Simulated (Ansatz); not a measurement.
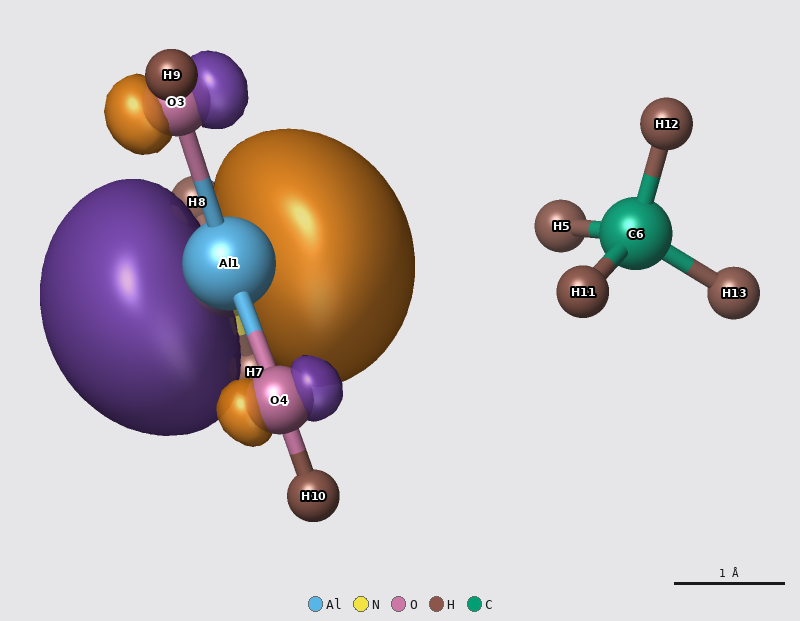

Figure 1: AlH4NO2···CH4. The HOMO at ±0.1 Å⁻³ᐟ² (orange and purple are the two phases), seen from one side.

The calculation used RHF/def2-SVP (Ansatz).

```yaml
atoms:
  - { symbol: Al, position_ang: [-0.9791, -0.7783, 0.7693] }
  - { symbol: N, position_ang: [0.5041, -1.1986, 1.6237] }
  - { symbol: O, position_ang: [-1.6773, -1.9405, -0.2342] }
  - { symbol: O, position_ang: [-1.7384, 0.7214, 0.9234] }
  - { symbol: H, position_ang: [1.5667, 0.5197, -0.7961] }
  - { symbol: C, position_ang: [1.1803, 1.2512, -1.5059] }
  - { symbol: H, position_ang: [1.0141, -0.6098, 2.2531] }
  - { symbol: H, position_ang: [0.9586, -2.0878, 1.5424] }
  - { symbol: H, position_ang: [-2.4604, -1.8713, -0.7508] }
  - { symbol: H, position_ang: [-1.5305, 1.5031, 1.3995] }
  - { symbol: H, position_ang: [0.1899, 1.5790, -1.1900] }
  - { symbol: H, position_ang: [1.1195, 0.8037, -2.4973] }
  - { symbol: H, position_ang: [1.8522, 2.1082, -1.5371] }
```

Question: Where does this orbital lie, and at what energy?

Answer: Its weight (Hirshfeld) is mainly on N2 (about 75 %); largely a lone pair of N2. Its energy is −10.71 eV.
